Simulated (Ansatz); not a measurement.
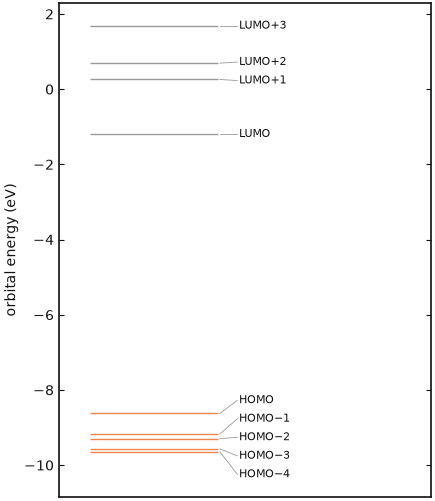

Kohn-Sham orbital energies near the frontier, PBE0/def2-TZVPP, the Ansatz code, at a PBE0-D4/def2-TZVP geometry (a minimum by its frequencies), isolated molecule; empty levels in grey, levels within 0.03 eV side by side.

**Which molecule has this level scheme?**
A. C₂H₃Cl₃Si, SMILES C=C[Si](Cl)(Cl)Cl
B. CH₆OS₂Si, SMILES CSS[SiH2]O
C. CH₆GeSe, SMILES C[Se][GeH3], singlet

Option A. HOMO −8.62 eV, LUMO −1.20 eV, separation 7.43 eV.

Caveats: empty levels above zero depend strongly on the basis.
